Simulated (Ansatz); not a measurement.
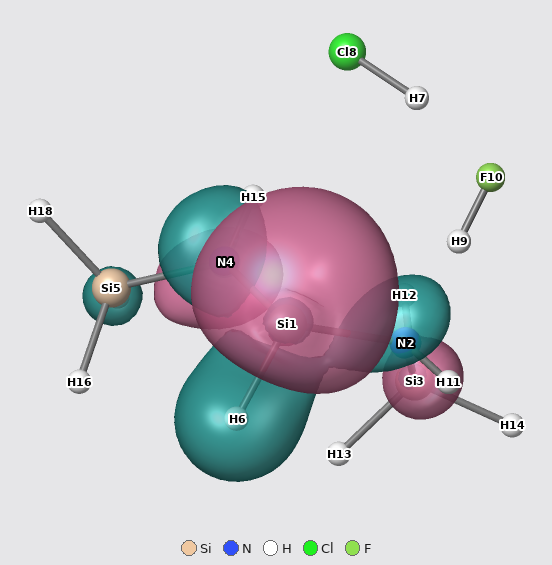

*H9N2Si3···HCl···HF (doublet). The HOMO (α) at ±0.1 Å⁻³ᐟ² (teal and pink are the two phases), seen across its widest extent.*

The reactant side of a reaction path; geometry: PBE0-D4/def2-TZVP.

These are results of Ansatz 0.2.0, UKS PBE0-D4/def2-TZVPP, not measurements.

| atom | x (Å) | y (Å) | z (Å) |
| --- | --- | --- | --- |
| Si | 0.1886 | -0.8684 | 1.3155 |
| N | 1.6197 | -0.1920 | 0.5140 |
| Si | 1.6533 | -0.2144 | -1.2569 |
| N | -1.1599 | -0.2764 | 0.4462 |
| Si | -2.5062 | -1.1597 | -0.2019 |
| H | 0.1731 | -2.3586 | 1.1999 |
| H | 0.1559 | 2.9460 | 0.6897 |
| Cl | -1.0785 | 3.1824 | 0.3248 |
| H | 1.6723 | 1.3402 | 0.8984 |
| F | 1.6748 | 2.3024 | 1.1094 |
| H | 2.4890 | -0.5143 | 0.9287 |
| H | 0.8560 | 0.9232 | -1.7638 |
| H | 1.1036 | -1.4903 | -1.7824 |
| H | 3.0747 | -0.0773 | -1.6618 |
| H | -1.2547 | 0.7369 | 0.4122 |
| H | -2.2336 | -2.6007 | 0.0223 |
| H | -2.6492 | -0.8994 | -1.6589 |
| H | -3.7789 | -0.7795 | 0.4644 |

> Describe this orbital and give its energy.

It lies mainly on Si1 (about 60 %), N4 (about 15 %), H6 (about 10 %) and N2 (about 5 %). Its energy is −6.09 eV.
